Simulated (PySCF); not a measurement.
# CH₉GeNSi: electronic excitations at several levels of theory

How much do the electronic excitations of CH₉GeNSi (`N[CH2][GeH2][SiH3]`) depend on the level of theory, and what does each level cost?

The runs use PySCF 2.14.0, with density-fitted response routines of our own; the level of theory stands in each step. All values are computed, except where a source is named. Atoms count from 0, in the outputs and in this text.

## 1. Starting geometry

13 atoms, charge 0, multiplicity 1; geometry from: GFN2-xTB. The atoms were then displaced at random by about 0.01 Å, so the start is not that level's minimum.

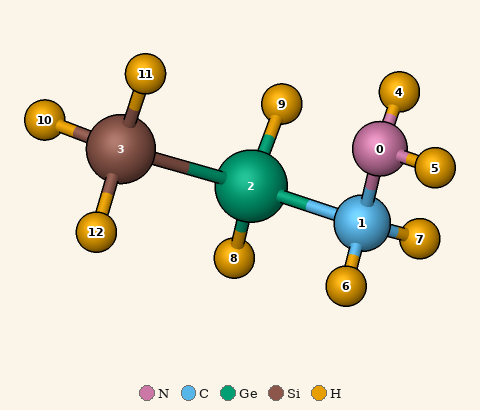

The starting geometry (nitrogen pink, carbon blue, germanium teal, silicon brown, hydrogen amber), atoms numbered; sticks join atoms by distance.

## 2. Relaxing the molecule at PBE0-D3(BJ)/def2-SVP

The job: settings as JSON, then the geometry in Å.

```
{"job": {"xc": "PBE0", "basis": "def2-SVP", "d3": "d3bj", "grid": 1, "shake": 0.01, "kind": "geom"}, "charge": 0, "multiplicity": 1}
N     -1.447060     0.532240     1.065890
C     -1.463180     0.022880    -0.298410
Ge     0.272810    -0.884950    -0.571280
Si     2.164580     0.481230    -0.086400
H     -1.462450    -0.220030     1.712100
H     -2.317720     1.096360     1.234910
H     -1.522860     0.869490    -0.985680
H     -2.291470    -0.631010    -0.519040
H      0.260090    -1.488070    -1.930700
H      0.223780    -2.128480     0.314900
H      3.373040    -0.262400    -0.263400
H      2.088030     0.950130     1.305900
H      2.128240     1.645710    -0.989110
```

Command:

```sh
> OMP_NUM_THREADS=1 python probes_run.py task.json out
```

The driver reads the jobs from task.json and runs them one after another.

What it wrote:

```text
step   0  E = -2463.82569005  max force = 0.035045
step   1  E = -2463.83278517  max force = 0.005902
step   2  E = -2463.83330510  max force = 0.001526
step   3  E = -2463.83341915  max force = 0.001315
step   4  E = -2463.83348513  max force = 0.001171
step   5  E = -2463.83355388  max force = 0.000843
step   6  E = -2463.83366565  max force = 0.001374
step   7  E = -2463.83377791  max force = 0.002043
step   8  E = -2463.83392436  max force = 0.002065
step   9  E = -2463.83407517  max force = 0.000637
step  10  E = -2463.83409374  max force = 0.000400
step  11  E = -2463.83411978  max force = 0.000674
step  12  E = -2463.83412588  max force = 0.000373
optimisation converged
```

Run time: 77 s. Hardware: 1 thread of Arm Neoverse V1, shared host; peak memory 0.52 GiB.

Step by step:

| step | energy from step 0 (eV) | largest force component (eV/Å) |
| --- | --- | --- |
| 0 | 0.0000 | 1.8021 |
| 1 | -0.1931 | 0.3035 |
| 2 | -0.2072 | 0.0785 |
| 3 | -0.2103 | 0.0676 |
| 4 | -0.2121 | 0.0602 |
| 5 | -0.2140 | 0.0433 |
| 6 | -0.2170 | 0.0707 |
| 7 | -0.2201 | 0.1051 |
| 8 | -0.2241 | 0.1062 |
| 9 | -0.2282 | 0.0328 |
| 10 | -0.2287 | 0.0206 |
| 11 | -0.2294 | 0.0347 |
| 12 | -0.2296 | 0.0192 |

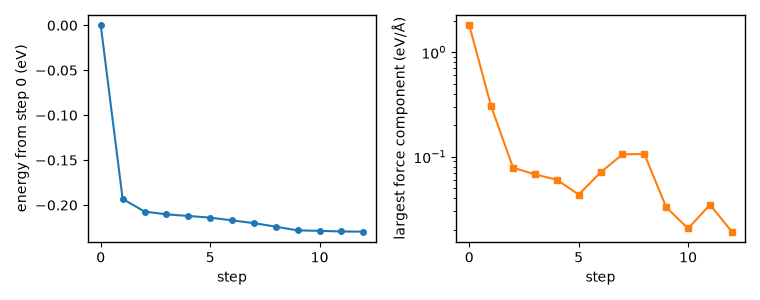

Energy and force, step by step.

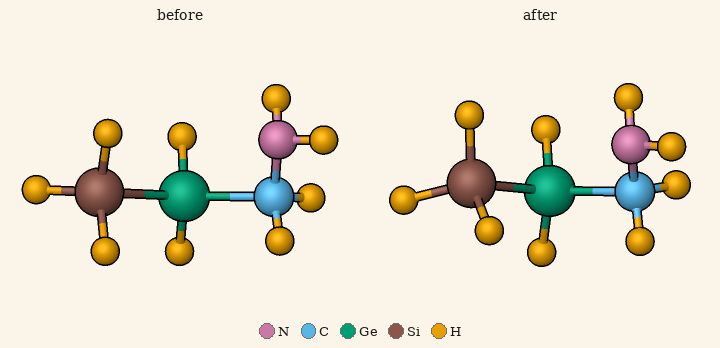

Before and after, at one scale.

Distances of close pairs at the start and the end, largest changes first:

| bond | before (Å) | after (Å) | change (Å) |
| --- | --- | --- | --- |
| Si3–H10 | 1.430 | 1.498 | +0.068 |
| Ge2–H8 | 1.487 | 1.543 | +0.055 |
| N0–H5 | 1.051 | 1.018 | -0.033 |
| C1–H7 | 1.078 | 1.109 | +0.031 |
| N0–H4 | 0.992 | 1.018 | +0.026 |
| Si3–H11 | 1.471 | 1.494 | +0.022 |
| Si3–H12 | 1.474 | 1.495 | +0.021 |
| Ge2–H9 | 1.528 | 1.547 | +0.019 |

The next job starts from the end point, and lists it.

| at the end point | value |
| --- | --- |
| point group (found at 0.08 Å tolerance) | C1 |
| rotational constants (GHz, main isotopes) | 3.882, 2.608, 1.697 |
| dipole moment (D) | 2.16 |

## 3. TDDFT and polarisability: PBE/def2-SVPD

The job: settings as JSON, then the geometry in Å.

```
{"job": {"kind": "uv", "xc": "PBE", "basis": "def2-SVPD", "ip": true}, "charge": 0, "multiplicity": 1}
N     -1.229987     0.750712     0.937190
C     -1.427399     0.000659    -0.290107
Ge     0.195967    -1.073803    -0.609737
Si     1.969273     0.398619    -0.011553
H     -1.209794     0.133514     1.746344
H     -1.986081     1.413802     1.096465
H     -1.491665     0.707224    -1.133831
H     -2.338384    -0.630048    -0.333029
H      0.259188    -1.573334    -2.067803
H      0.185615    -2.312799     0.316136
H      3.285927    -0.096305    -0.526368
H      2.076572     0.518226     1.473284
H      1.715980     1.745467    -0.608067
```

With the program's defaults for keys left out, this is: TDDFT PBE/def2-SVPD, vertical, gas phase, core orbitals frozen in the response.

What it wrote:

```text
coarse grid: 46376 points
cycle   1  E = -2463.6656401355  dE = -6.215e-01  |g| = 6.452e-01  |ddm| = 4.163e+00
cycle   2  E = -2463.5172168533  dE =  1.484e-01  |g| = 1.047e+00  |ddm| = 1.902e+00
cycle   3  E = -2463.7276156254  dE = -2.104e-01  |g| = 1.688e-01  |ddm| = 1.344e+00
cycle   4  E = -2463.7343152868  dE = -6.700e-03  |g| = 3.300e-02  |ddm| = 2.048e-01
cycle   5  E = -2463.7344815291  dE = -1.662e-04  |g| = 9.396e-03  |ddm| = 5.527e-02
cycle   6  E = -2463.7345057268  dE = -2.420e-05  |g| = 2.918e-03  |ddm| = 2.047e-02
cycle   7  E = -2463.7345080324  dE = -2.306e-06  |g| = 9.255e-04  |ddm| = 4.518e-03
final grid: 95512 points
cycle   8  E = -2463.7344446460  dE =  3.608e-07  |g| = 1.609e-03  |ddm| = 7.581e-03
cycle   9  E = -2463.7344431106  dE =  1.535e-06  |g| = 2.925e-03  |ddm| = 5.356e-03
cycle  10  E = -2463.7344453085  dE = -2.198e-06  |g| = 1.176e-04  |ddm| = 3.459e-03
cycle  11  E = -2463.7344453123  dE = -3.799e-09  |g| = 2.643e-05  |ddm| = 2.004e-04
cycle  12  E = -2463.7344453124  dE = -9.868e-11  |g| = 4.106e-06  |ddm| = 3.656e-05
converged SCF energy = -2463.7344453124

Static polarisability (au): isotropic 89.901, principal 76.773 90.779 102.150

Singlet excitations
state   eV       nm        f      main configurations
  1   5.1362    241.4   0.00599   H->L 0.99
  2   5.4879    225.9   0.00112   H->L+1 0.99
  3   5.5226    224.5   0.00008   H->L+2 0.96
  4   5.6281    220.3   0.02720   H->L+3 0.95
  5   6.3676    194.7   0.01432   H-1->L 0.68, H->L+4 0.22
  6   6.4141    193.3   0.03861   H->L+4 0.75, H-1->L 0.17
  7   6.5038    190.6   0.00788   H->L+5 0.92
  8   6.7161    184.6   0.00886   H->L+6 0.91
  9   6.8079    182.1   0.02362   H->L+7 0.63, H-1->L+1 0.24
 10   6.8369    181.3   0.01300   H-1->L+2 0.49, H-1->L+3 0.32

Triplet excitations (Tamm-Dancoff, eV): 4.9719 5.3644 5.4567 5.4887
Vertical ionisation energy (delta-SCF) = 8.7715 eV
```

Wall time 79 s (1 thread of Arm Neoverse V1, shared host); peak memory 0.64 GiB.

Frontier orbitals and where they lie:

| orbital | eV | atoms |
| --- | --- | --- |
| HOMO−3 | -7.81 | Ge2 24 %, Si3 20 %, H8 18 % |
| HOMO−2 | -7.49 | C1 25 %, Ge2 22 %, H9 13 % |
| HOMO−1 | -6.78 | Si3 32 %, Ge2 31 %, C1 9 % |
| HOMO | -5.64 | N0 57 %, C1 16 %, H7 7 % |
| LUMO | -0.56 | Ge2 28 %, Si3 12 %, C1 11 % |
| LUMO+1 | -0.19 | Si3 22 %, Ge2 17 %, H9 10 % |
| LUMO+2 | -0.14 | Si3 34 %, Ge2 26 %, H11 16 % |

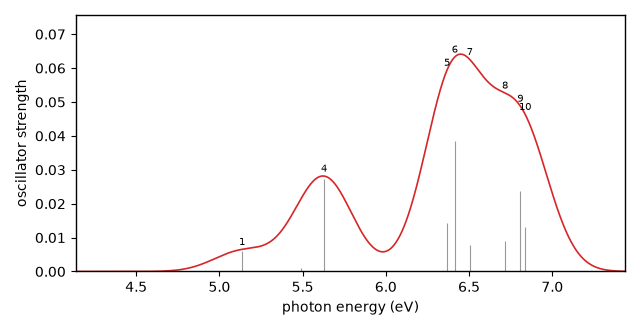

Absorption spectrum from the 10 singlet states computed; above the last one it falls off for lack of states. Lines are broadened to a width of 0.40 eV (Gaussian).

Ground-state properties from the same run:

| property | computed |
| --- | --- |
| dipole moment (D) | 1.97 |
| polarisability (Å³) | 13.32 |
| HOMO–LUMO gap (eV) | 5.08 |
| −ε(HOMO) (eV) | 5.64 |

## 4. Ultraviolet spectrum: B3LYP/def2-SVPD

Same as in step 3 but for these lines:

```diff
@@ -1,2 +1,2 @@
-{"job": {"kind": "uv", "xc": "PBE", "basis": "def2-SVPD", "ip": true}, "charge": 0, "multiplicity": 1}
+{"job": {"kind": "uv", "xc": "B3LYP", "basis": "def2-SVPD", "ip": true}, "charge": 0, "multiplicity": 1}
 N     -1.229987     0.750712     0.937190
```

With the program's defaults for keys left out, this is: TDDFT B3LYP/def2-SVPD, vertical, gas phase, core orbitals frozen in the response.

What it wrote:

```text
coarse grid: 46376 points
cycle   1  E = -2464.3653782112  dE = -6.380e-01  |g| = 5.166e-01  |ddm| = 4.087e+00
cycle   2  E = -2464.3256870315  dE =  3.969e-02  |g| = 6.781e-01  |ddm| = 1.417e+00
cycle   3  E = -2464.4079755322  dE = -8.229e-02  |g| = 7.795e-02  |ddm| = 7.710e-01
cycle   4  E = -2464.4092981350  dE = -1.323e-03  |g| = 2.416e-02  |ddm| = 9.536e-02
cycle   5  E = -2464.4093890659  dE = -9.093e-05  |g| = 4.194e-03  |ddm| = 2.863e-02
cycle   6  E = -2464.4093930414  dE = -3.976e-06  |g| = 1.052e-03  |ddm| = 1.111e-02
final grid: 95512 points
cycle   7  E = -2464.4093390650  dE =  1.242e-07  |g| = 1.392e-03  |ddm| = 6.505e-03
cycle   8  E = -2464.4093386091  dE =  4.559e-07  |g| = 1.989e-03  |ddm| = 3.988e-03
cycle   9  E = -2464.4093395540  dE = -9.449e-07  |g| = 8.245e-05  |ddm| = 2.238e-03
cycle  10  E = -2464.4093395563  dE = -2.341e-09  |g| = 1.550e-05  |ddm| = 1.704e-04
cycle  11  E = -2464.4093395564  dE = -4.002e-11  |g| = 2.554e-06  |ddm| = 1.992e-05
converged SCF energy = -2464.4093395564

Static polarisability (au): isotropic 87.039, principal 75.103 87.827 98.188

Singlet excitations
state   eV       nm        f      main configurations
  1   5.7535    215.5   0.00686   H->L 0.87, H->L+1 0.09
  2   6.2133    199.5   0.00007   H->L+1 0.75, H->L 0.11
  3   6.3605    194.9   0.00244   H->L+2 0.79, H->L+1 0.11
  4   6.5064    190.6   0.04362   H->L+3 0.84, H->L+2 0.11
  5   6.8007    182.3   0.03960   H-1->L 0.92
  6   7.0643    175.5   0.03672   H->L+4 0.85, H-1->L+2 0.09
  7   7.1422    173.6   0.00710   H->L+5 0.39, H-1->L+2 0.30, H-1->L+1 0.21
  8   7.1910    172.4   0.03093   H->L+5 0.44, H-1->L+2 0.43
  9   7.2729    170.5   0.04620   H-1->L+3 0.67, H-1->L+1 0.15, H->L+5 0.09
 10   7.3411    168.9   0.29340   H-1->L+1 0.53, H-1->L+3 0.22, H-1->L+2 0.10

Triplet excitations (Tamm-Dancoff, eV): 5.5205 6.0317 6.2118 6.2666
Vertical ionisation energy (delta-SCF) = 9.0772 eV
```

It took 59 s on 1 thread of Arm Neoverse V1, shared host; peak memory 0.81 GiB.

In short: HOMO -6.82 eV, LUMO -0.07 eV; lowest singlet 5.75 eV.

## 5. TDDFT and polarisability: PBE0/def2-SVPD

Same as in step 4 but for these lines:

```diff
@@ -1,2 +1,2 @@
-{"job": {"kind": "uv", "xc": "B3LYP", "basis": "def2-SVPD", "ip": true}, "charge": 0, "multiplicity": 1}
+{"job": {"kind": "uv", "xc": "PBE0", "basis": "def2-SVPD", "ip": true}, "charge": 0, "multiplicity": 1}
 N     -1.229987     0.750712     0.937190
```

Level: TDDFT PBE0/def2-SVPD, vertical, gas phase, core orbitals frozen in the response.

What it wrote:

```text
coarse grid: 46376 points
cycle   1  E = -2463.8044905744  dE = -6.508e-01  |g| = 4.474e-01  |ddm| = 3.971e+00
cycle   2  E = -2463.7863907673  dE =  1.810e-02  |g| = 5.405e-01  |ddm| = 1.198e+00
cycle   3  E = -2463.8369277989  dE = -5.054e-02  |g| = 5.578e-02  |ddm| = 6.055e-01
cycle   4  E = -2463.8376015584  dE = -6.738e-04  |g| = 2.011e-02  |ddm| = 7.334e-02
cycle   5  E = -2463.8376674625  dE = -6.590e-05  |g| = 3.573e-03  |ddm| = 2.332e-02
cycle   6  E = -2463.8376700942  dE = -2.632e-06  |g| = 6.832e-04  |ddm| = 9.202e-03
final grid: 95512 points
cycle   7  E = -2463.8376242965  dE = -2.782e-08  |g| = 7.887e-04  |ddm| = 5.247e-03
cycle   8  E = -2463.8376242142  dE =  8.224e-08  |g| = 1.024e-03  |ddm| = 2.258e-03
cycle   9  E = -2463.8376244516  dE = -2.373e-07  |g| = 5.444e-05  |ddm| = 1.169e-03
cycle  10  E = -2463.8376244525  dE = -9.177e-10  |g| = 9.621e-06  |ddm| = 1.106e-04
converged SCF energy = -2463.8376244525

Static polarisability (au): isotropic 86.278, principal 74.522 87.015 97.295

Singlet excitations
state   eV       nm        f      main configurations
  1   5.9467    208.5   0.00623   H->L 0.83
  2   6.4518    192.2   0.00048   H->L+1 0.45, H->L+2 0.26, H->L 0.14
  3   6.5701    188.7   0.00066   H->L+2 0.50, H->L+1 0.42
  4   6.7162    184.6   0.04550   H->L+3 0.79, H->L+2 0.15
  5   6.9897    177.4   0.04833   H-1->L 0.91
  6   7.2854    170.2   0.01669   H-1->L+2 0.46, H->L+4 0.29, H-1->L+1 0.19
  7   7.3494    168.7   0.02469   H->L+4 0.55, H->L+5 0.15, H-1->L+2 0.14
  8   7.3678    168.3   0.04605   H-1->L+3 0.38, H->L+5 0.36, H-1->L+2 0.13
  9   7.4302    166.9   0.02212   H-1->L+3 0.47, H->L+5 0.35
 10   7.5513    164.2   0.33263   H-1->L+1 0.58, H-1->L+2 0.17, H->L+5 0.08

Triplet excitations (Tamm-Dancoff, eV): 5.6788 6.1711 6.3342 6.3992
Vertical ionisation energy (delta-SCF) = 9.0775 eV
```

It took 79 s on 1 thread of Arm Neoverse V1, shared host; peak memory 0.81 GiB.

This run: HOMO -7.04 eV, LUMO 0.19 eV; lowest singlet 5.95 eV.

## 6. Ultraviolet spectrum: BHandHLYP/def2-SVPD

Same as in step 5 but for these lines:

```diff
@@ -1,2 +1,2 @@
-{"job": {"kind": "uv", "xc": "PBE0", "basis": "def2-SVPD", "ip": true}, "charge": 0, "multiplicity": 1}
+{"job": {"kind": "uv", "xc": "BHandHLYP", "basis": "def2-SVPD", "ip": true}, "charge": 0, "multiplicity": 1}
 N     -1.229987     0.750712     0.937190
```

With the program's defaults for keys left out, this is: TDDFT BHandHLYP/def2-SVPD, vertical, gas phase, core orbitals frozen in the response.

What it wrote:

```text
coarse grid: 46376 points
cycle   1  E = -2464.2227144785  dE = -6.507e-01  |g| = 3.650e-01  |ddm| = 3.890e+00
cycle   2  E = -2464.2348822015  dE = -1.217e-02  |g| = 3.155e-01  |ddm| = 9.985e-01
cycle   3  E = -2464.2503965136  dE = -1.551e-02  |g| = 3.832e-02  |ddm| = 3.590e-01
cycle   4  E = -2464.2507343945  dE = -3.379e-04  |g| = 1.500e-02  |ddm| = 7.653e-02
cycle   5  E = -2464.2507779882  dE = -4.359e-05  |g| = 3.961e-03  |ddm| = 1.970e-02
cycle   6  E = -2464.2507809008  dE = -2.913e-06  |g| = 4.125e-04  |ddm| = 8.245e-03
final grid: 95512 points
cycle   7  E = -2464.2507470450  dE = -9.664e-08  |g| = 2.552e-04  |ddm| = 3.487e-03
cycle   8  E = -2464.2507470546  dE = -9.531e-09  |g| = 2.262e-04  |ddm| = 9.294e-04
cycle   9  E = -2464.2507470623  dE = -7.746e-09  |g| = 2.436e-05  |ddm| = 2.357e-04
cycle  10  E = -2464.2507470626  dE = -2.865e-10  |g| = 9.041e-06  |ddm| = 9.260e-05
converged SCF energy = -2464.2507470626

Static polarisability (au): isotropic 83.516, principal 72.841 84.266 93.440

Singlet excitations
state   eV       nm        f      main configurations
  1   6.4579    192.0   0.00652   H->L 0.63, H->L+2 0.15
  2   7.1708    172.9   0.02492   H->L 0.25, H->L+3 0.22, H->L+1 0.18
  3   7.3435    168.8   0.00510   H->L+1 0.53, H->L+2 0.10, H->L+3 0.10
  4   7.4189    167.1   0.04870   H-1->L 0.41, H->L+2 0.21, H-1->L+2 0.13
  5   7.5164    165.0   0.06555   H->L+3 0.32, H->L+2 0.24, H-1->L+3 0.17
  6   7.7386    160.2   0.04362   H-1->L+1 0.37, H-1->L+2 0.27, H->L+2 0.11
  7   7.8262    158.4   0.32911   H-1->L+3 0.29, H-1->L+2 0.16, H->L+4 0.11
  8   7.9360    156.2   0.07962   H->L+5 0.22, H-1->L+1 0.20, H->L+4 0.17
  9   8.0104    154.8   0.14098   H-1->L+3 0.23, H-1->L+2 0.19, H->L+4 0.17
 10   8.1929    151.3   0.05940   H->L+5 0.43, H-1->L+1 0.18, H->L+4 0.17

Triplet excitations (Tamm-Dancoff, eV): 6.1370 6.5133 6.6533 6.8889
Vertical ionisation energy (delta-SCF) = 9.2087 eV
```

Run time: 69 s. Hardware: 1 thread of Arm Neoverse V1, shared host; peak memory 0.81 GiB.

Key values: HOMO -8.34 eV, LUMO 0.80 eV; lowest singlet 6.46 eV.

## 7. Excited states and response: CAM-B3LYP/def2-SVPD

Same as in step 6 but for these lines:

```diff
@@ -1,2 +1,2 @@
-{"job": {"kind": "uv", "xc": "BHandHLYP", "basis": "def2-SVPD", "ip": true}, "charge": 0, "multiplicity": 1}
+{"job": {"kind": "uv", "xc": "CAM-B3LYP", "basis": "def2-SVPD", "ip": true}, "charge": 0, "multiplicity": 1}
 N     -1.229987     0.750712     0.937190
```

With the program's defaults for keys left out, this is: TDDFT CAM-B3LYP/def2-SVPD, vertical, gas phase, core orbitals frozen in the response.

What it wrote:

```text
coarse grid: 46376 points
cycle   1  E = -2464.3712813404  dE = -6.449e-01  |g| = 4.563e-01  |ddm| = 4.003e+00
cycle   2  E = -2464.3765911820  dE = -5.310e-03  |g| = 4.580e-01  |ddm| = 1.185e+00
cycle   3  E = -2464.4059179325  dE = -2.933e-02  |g| = 3.581e-02  |ddm| = 4.596e-01
cycle   4  E = -2464.4062072915  dE = -2.894e-04  |g| = 1.794e-02  |ddm| = 7.697e-02
cycle   5  E = -2464.4062684427  dE = -6.115e-05  |g| = 4.926e-03  |ddm| = 2.382e-02
cycle   6  E = -2464.4062732841  dE = -4.841e-06  |g| = 5.082e-04  |ddm| = 1.346e-02
final grid: 95512 points
cycle   7  E = -2464.4062211806  dE = -1.339e-07  |g| = 3.646e-04  |ddm| = 3.864e-03
cycle   8  E = -2464.4062211919  dE = -1.125e-08  |g| = 3.717e-04  |ddm| = 1.539e-03
cycle   9  E = -2464.4062212166  dE = -2.472e-08  |g| = 3.241e-05  |ddm| = 3.707e-04
cycle  10  E = -2464.4062212172  dE = -5.844e-10  |g| = 1.396e-05  |ddm| = 1.748e-04
converged SCF energy = -2464.4062212172

Static polarisability (au): isotropic 85.402, principal 74.296 86.077 95.833

Singlet excitations
state   eV       nm        f      main configurations
  1   6.1220    202.5   0.00687   H->L 0.62, H->L+2 0.16, H->L+1 0.12
  2   6.8945    179.8   0.00525   H->L+1 0.32, H->L 0.29, H->L+3 0.18
  3   7.0918    174.8   0.00434   H->L+1 0.36, H->L+2 0.24, H->L+3 0.14
  4   7.2127    171.9   0.05778   H-1->L 0.47, H->L+2 0.20, H-1->L+2 0.12
  5   7.2844    170.2   0.06493   H->L+3 0.42, H->L+2 0.20, H-1->L 0.13
  6   7.4754    165.9   0.00856   H-1->L+2 0.44, H-1->L+1 0.26, H->L+4 0.09
  7   7.5942    163.3   0.11426   H-1->L+3 0.41, H->L+4 0.26, H->L+1 0.09
  8   7.6441    162.2   0.05957   H->L+5 0.29, H-1->L+1 0.16, H->L+4 0.13
  9   7.7344    160.3   0.24816   H-1->L+3 0.22, H-1->L+2 0.20, H-1->L+1 0.14
 10   7.8933    157.1   0.14495   H->L+5 0.35, H-1->L+1 0.33, H->L+4 0.11

Triplet excitations (Tamm-Dancoff, eV): 5.8346 6.3877 6.5755 6.7331
Vertical ionisation energy (delta-SCF) = 9.2599 eV
```

Wall time 85 s (1 thread of Arm Neoverse V1, shared host); peak memory 0.94 GiB.

Key values: HOMO -8.44 eV, LUMO 0.94 eV; lowest singlet 6.12 eV.

## 8. Excited states and response: wB97X-D/def2-SVPD

Same as in step 7 but for these lines:

```diff
@@ -1,2 +1,2 @@
-{"job": {"kind": "uv", "xc": "CAM-B3LYP", "basis": "def2-SVPD", "ip": true}, "charge": 0, "multiplicity": 1}
+{"job": {"kind": "uv", "xc": "wB97X-D", "basis": "def2-SVPD", "ip": true}, "charge": 0, "multiplicity": 1}
 N     -1.229987     0.750712     0.937190
```

Method: TDDFT wB97X-D/def2-SVPD, vertical, gas phase, core orbitals frozen in the response.

What it wrote:

```text
coarse grid: 46376 points
cycle   1  E = -2464.3371382916  dE = -6.649e-01  |g| = 4.230e-01  |ddm| = 3.942e+00
cycle   2  E = -2464.3491255862  dE = -1.199e-02  |g| = 3.926e-01  |ddm| = 1.098e+00
cycle   3  E = -2464.3702152642  dE = -2.109e-02  |g| = 3.036e-02  |ddm| = 3.768e-01
cycle   4  E = -2464.3705044460  dE = -2.892e-04  |g| = 1.089e-02  |ddm| = 9.492e-02
cycle   5  E = -2464.3705369244  dE = -3.248e-05  |g| = 5.196e-03  |ddm| = 3.654e-02
cycle   6  E = -2464.3705426055  dE = -5.681e-06  |g| = 7.785e-04  |ddm| = 1.455e-02
final grid: 95512 points
cycle   7  E = -2464.3701538046  dE = -1.964e-06  |g| = 7.518e-04  |ddm| = 1.036e-02
cycle   8  E = -2464.3701539111  dE = -1.065e-07  |g| = 6.636e-04  |ddm| = 3.548e-03
cycle   9  E = -2464.3701539892  dE = -7.804e-08  |g| = 8.984e-05  |ddm| = 5.796e-04
cycle  10  E = -2464.3701539954  dE = -6.181e-09  |g| = 3.497e-05  |ddm| = 7.585e-04
cycle  11  E = -2464.3701539960  dE = -6.166e-10  |g| = 1.107e-05  |ddm| = 2.010e-04
converged SCF energy = -2464.3701539960

Static polarisability (au): isotropic 85.370, principal 74.238 86.019 95.853

Singlet excitations
state   eV       nm        f      main configurations
  1   6.3204    196.2   0.00653   H->L 0.51, H->L+2 0.26, H->L+1 0.08
  2   7.0182    176.7   0.00731   H->L+3 0.36, H->L 0.32, H->L+1 0.09
  3   7.1976    172.3   0.00349   H->L+1 0.56, H->L+3 0.16
  4   7.2998    169.8   0.05898   H-1->L 0.48, H-1->L+2 0.22, H->L+2 0.09
  5   7.3728    168.2   0.07041   H->L+2 0.38, H->L+3 0.21, H-1->L 0.12
  6   7.5723    163.7   0.01198   H-1->L+1 0.28, H-1->L+3 0.23, H-1->L+2 0.22
  7   7.6991    161.0   0.05359   H-1->L+3 0.44, H-1->L+1 0.11, H->L+2 0.10
  8   7.8321    158.3   0.26855   H->L+5 0.24, H-1->L+1 0.23, H-1->L+2 0.20
  9   7.8988    157.0   0.19191   H->L+4 0.47, H->L+9 0.15, H-1->L+2 0.11
 10   8.0665    153.7   0.08264   H->L+5 0.34, H-1->L+1 0.23, H->L+4 0.13

Triplet excitations (Tamm-Dancoff, eV): 6.1114 6.5213 6.6413 6.8827
Vertical ionisation energy (delta-SCF) = 9.2139 eV
```

It took 75 s on 1 thread of Arm Neoverse V1, shared host; peak memory 0.92 GiB.

Key values: HOMO -8.93 eV, LUMO 1.80 eV; lowest singlet 6.32 eV.

[end of part 1 of 2]
